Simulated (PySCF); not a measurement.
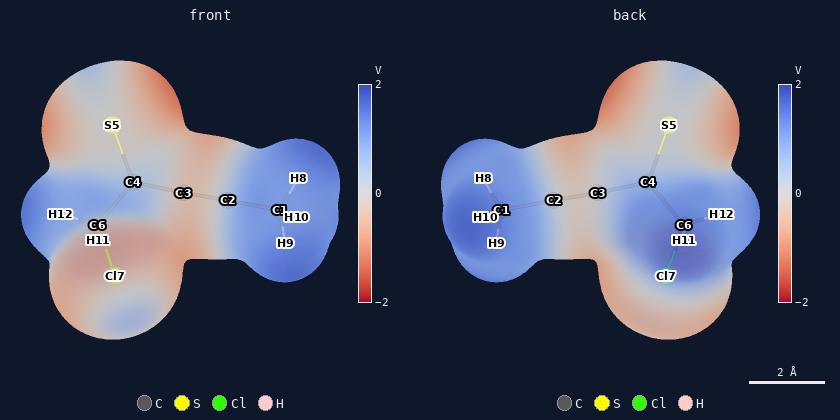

*C5H5ClS. The molecular electrostatic potential painted on the density surface at 0.004 e/bohr³, seen from the front and from behind; red is negative and blue positive.*

Geometry: GFN2-xTB, NEB image 0 of 0 to 8.

Theory: PySCF 2.14.0, PBE0/pcSseg-1, SCF density, gas phase, non-relativistic.

```xyz
12

C     2.4458    0.2840    0.9713
C     1.1875    0.3804    0.2853
C     0.1234    0.4401   -0.2853
C    -1.0923    0.5630   -0.9558
S    -1.3042    1.6531   -2.1594
C    -2.2043   -0.3632   -0.5756
Cl   -2.2407   -0.6708    1.1858
H     2.9915    1.2232    0.8879
H     2.2799    0.0510    2.0229
H     3.0425   -0.5125    0.5255
H    -2.0588   -1.3340   -1.0578
H    -3.1691    0.0498   -0.8707
```

**Describe the electrostatic potential map.**

The most negative region (about −1.2 V) lies over S5, the most positive (about +1.7 V) over H10 and H11. Cl7 shows a σ-hole: about +0.6 V at the tip opposite its bond, against about −0.6 V on its flanks.

**What dipole moment does the calculation give?**

Its dipole moment is 2.72 D.
